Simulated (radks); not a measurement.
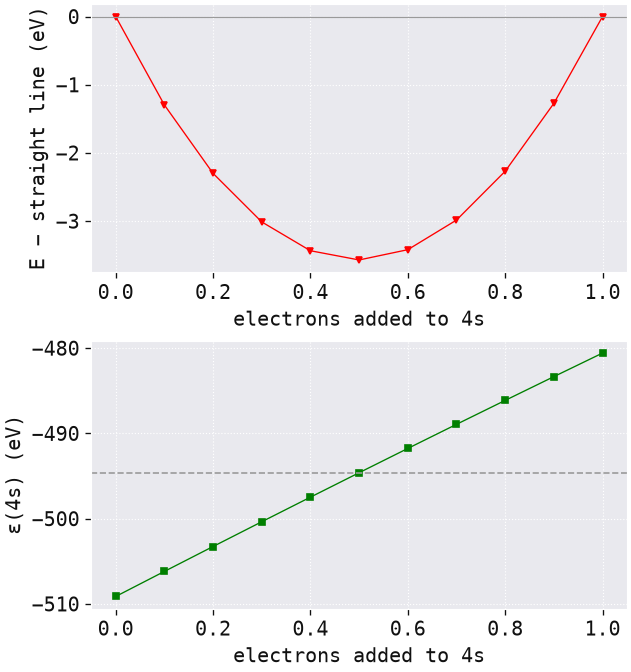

Level of theory: Dirac Kohn-Sham, PBEsol, spin-unpolarised, spherical densities, point nucleus. Computed with the in-house radial solver radks. The occupation of the 4s shell is varied from Ho⁶⁺ ([Ar] 3d10 4s1 4p6 4d10 4f9 5s2 5p5 (4f5/2: 6, 4f7/2: 3, 5p1/2: 2, 5p3/2: 3)) to Ho⁵⁺ ([Kr] 4d10 4f9 5s2 5p5 (4f5/2: 6, 4f7/2: 3, 5p1/2: 2, 5p3/2: 3)), with spherical fractional occupations. The plot shows the total energy less the straight line between the end points, and the eigenvalue of 4s (the dashed line is minus the energy to take the whole electron out).

### Is the energy convex or concave in the occupation, and by how much?

The curve is convex (below the straight line), with the largest deviation among the points computed, −3.57 eV, at 0.5. The end points differ by 494.7 eV, the energy to take the electron out. The eigenvalue, which is the slope of the energy (Janak's theorem), moves from −509.1 eV at 0 to −480.6 eV at 1; for a straight line it would stay constant, and a parabola would sag by an eighth of this change, scaled to a whole electron, 3.57 eV. Convexity is the delocalisation error: fractional charges are too low in energy. The shell lies under occupied ones, so the straight line is a guide here rather than an exact condition.
